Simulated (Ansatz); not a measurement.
```yaml
atoms:
  - { symbol: In, position_ang: [1.3123, 0.2037, -1.1901] }
  - { symbol: O, position_ang: [-0.3671, 0.9033, 0.5313] }
  - { symbol: Si, position_ang: [-0.8235, 0.0729, 1.9995] }
  - { symbol: Si, position_ang: [-0.9024, 2.3726, -0.1407] }
  - { symbol: H, position_ang: [0.4283, -0.0400, 2.7858] }
  - { symbol: H, position_ang: [-1.8555, 0.9142, 2.6534] }
  - { symbol: H, position_ang: [-1.3345, -1.2461, 1.5556] }
  - { symbol: H, position_ang: [0.1002, 2.1631, -1.3720] }
```

Geometry: r2SCAN-D4/def2-SVP; core potentials replace the inner electrons of In.

Computed with Ansatz 0.2.0, isolated molecule in a Gaussian basis; Kohn-Sham density functional theory, functional PBE0.

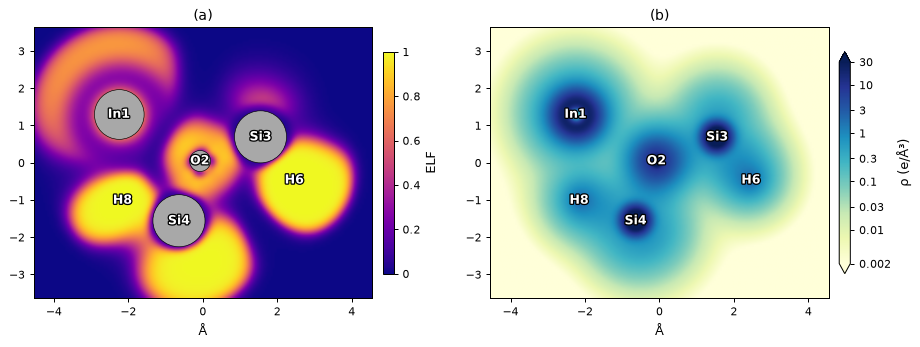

H$_{4}$InOSi$_{2}$ (charge +1). (a) ELF; (b) electron density on the plane of atoms O2, Si3 and H6. Grey discs cover the atomic cores in the ELF map.

### Interpret the plot.

Atoms in the plane: In, O, Si and H. Si–O (1.70 Å): ρ is about 1 e/Å³ halfway; the ELF peaks at about 0.85 between the atoms; a shared but strongly polarised pair. In–O (2.50 Å): the density is about 0.24 e/Å³ at the midpoint; the ELF is about 0.10 at the midpoint. Si–H (1.48 Å): ρ at the midpoint is about 0.84 e/Å³; the ELF climbs to about 1 towards the hydrogen, as it does in any bond to H. Si–O (1.75 Å): the density is about 0.93 e/Å³ at the midpoint; the ELF peaks at about 0.85 between the atoms; a polar covalent bond. The ELF also peaks beside Si4, away from the bonds: lone-pair regions.
